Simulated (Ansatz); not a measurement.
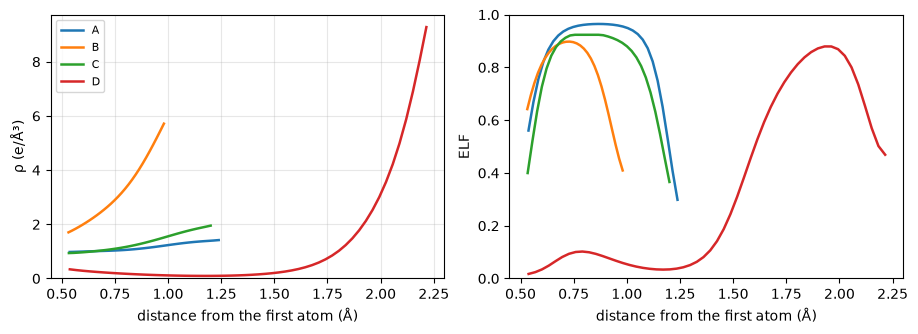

Figure 1: BClH₂OS···HF. Total electron density and electron localisation function along straight lines between neighbouring atoms. The curves leave out the atomic cores.

Not at a stationary point (largest force 0.8 eV/Å).

Level of theory: Ansatz, RHF/def2-SVP.

Input

```
crystal:
  periodic: [false, false, false]
  atoms:
    - { symbol: B, position_ang: [0.0, 0.0, 0.0] }
    - { symbol: F, position_ang: [0.0, 0.0, 1.67] }
    - { symbol: O, position_ang: [1.2211, 0.0, -0.705] }
    - { symbol: H, position_ang: [1.5209, -0.9519, -0.8599] }
    - { symbol: Cl, position_ang: [-1.6108, 0.0, -0.93] }
    - { symbol: S, position_ang: [-0.2739, 2.0601, 0.6906] }
    - { symbol: H, position_ang: [-1.575, 2.4834, 0.394] }
    - { symbol: H, position_ang: [-0.1407, 1.0582, 1.6601] }
basis:
  gaussian: { orbitals: def2-SVP }
hamiltonian:
  xc: hf
relax:
  f_tol: 0.15
  max_steps: 25
  restrain:
    - { distance: [0, 5], at: 1.89, k: 30.0 }
    - { distance: [7, 1], at: 0.92, k: 30.0 }
    - { distance: [0, 1], at: 2.52, k: 30.0 }
    - { distance: [7, 5], at: 2.6, k: 30.0 }
output:
  orbitals: {}
```

Launched as:

```sh
ansatz run input.yaml --threads 1 --pin off --max-ram 2048MiB --backend cpu --events-out ev --progress --plain --runs-dir out
```

The fields are those of the run's last geometry, not of the input's.

Q: Which curve belongs to which contact (B–Cl, B–F, B–O and B–S)? The first atom named is at distance zero.

A: Curve A: B–S (1.87 Å): ρ at the midpoint is about 1.2 e/Å³; the ELF peaks at about 0.95 between the atoms: a shared electron pair. Curve B: B–O (1.33 Å): ρ at the midpoint is about 2.3 e/Å³; the ELF peaks at about 0.90 between the atoms, as expected for a polar covalent bond. Curve C: B–Cl (1.78 Å): the density is about 1.3 e/Å³ at the midpoint; the ELF peaks at about 0.90 between the atoms; a polar covalent bond. Curve D: B1···F2 (2.53 Å): the density falls to about 0.1 e/Å³ on the way; the ELF is about 0.05 at the midpoint.
